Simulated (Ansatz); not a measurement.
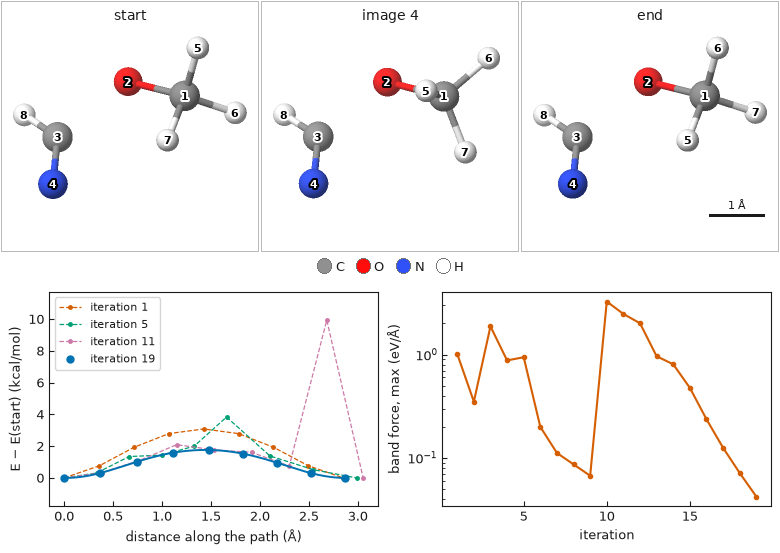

NEB run on C2H4NO (charge −1). Images are numbered from 0 (start) to 8 (end). The plot follows the band through its iterations. The picture is a ball-and-stick view, seen from a free direction.

Level of theory: RKS B3LYP-D4/6-31G in Ansatz 0.2.0.

The input:
```yaml
crystal:
  periodic: [false, false, false]
  atoms:
    - { symbol: C, position_ang: [0.254706, 0.952107, -0.439344] }
    - { symbol: O, position_ang: [0.437979, -0.439815, -0.652902] }
    - { symbol: C, position_ang: [-0.317158, -1.335363, 0.554334] }
    - { symbol: "N", position_ang: [-0.946753, -0.894286, 1.50128] }
    - { symbol: H, position_ang: [-0.26654, 1.442509, -1.287647] }
    - { symbol: H, position_ang: [1.216906, 1.487382, -0.298405] }
    - { symbol: H, position_ang: [-0.356853, 1.100233, 0.473318] }
    - { symbol: H, position_ang: [-0.022286, -2.312777, 0.149356] }
total_charge: -1
basis:
  gaussian: { orbitals: "6-31G" }
hamiltonian:
  xc: b3lyp
  dispersion: d4
neb:
  order_check: false
  images: 7
  f_tol: 0.05
  max_iterations: 60
  initial_path: idpp
  final_atoms:
    - { symbol: C, position_ang: [0.36898346, 0.98177601, -0.25383369] }
    - { symbol: O, position_ang: [0.83667071, -0.33572053, -0.0054215] }
    - { symbol: C, position_ang: [-0.44452781, -1.36886958, 0.34729237] }
    - { symbol: "N", position_ang: [-1.62675797, -1.07247741, 0.39378843] }
    - { symbol: H, position_ang: [-0.7347993, 0.99899677, -0.15163901] }
    - { symbol: H, position_ang: [0.62479324, 1.33446088, -1.27458062] }
    - { symbol: H, position_ang: [0.79167188, 1.72029593, 0.45860189] }
    - { symbol: H, position_ang: [0.1839668, -2.25847207, 0.48578214] }
```

Launched with:
```bash
ansatz run input.yaml --threads 1 --pin off --max-ram 2048MiB --backend cpu --events-out ev --progress --plain --runs-dir out
```

Q: How did the profile develop, and is the result final?

A: The result is final at these settings. The band converged in 19 iterations. The largest component of the band force went from 1 to 0.042 eV/Å. The climbing image converged on the top of the path. Its vibrational analysis gives one imaginary mode (151i cm⁻¹), as a transition state must have. The first iteration put the highest image at 3.08 kcal/mol. The barrier is about 1.76 kcal/mol in both directions, with image 4 at the top; the ends have the same energy.

Limits of the set-up: the basis has no diffuse functions, which an anion needs.

The run took 5.7 min on 1 thread of Arm Neoverse N1 (shared host), peak memory 0.1 GiB.
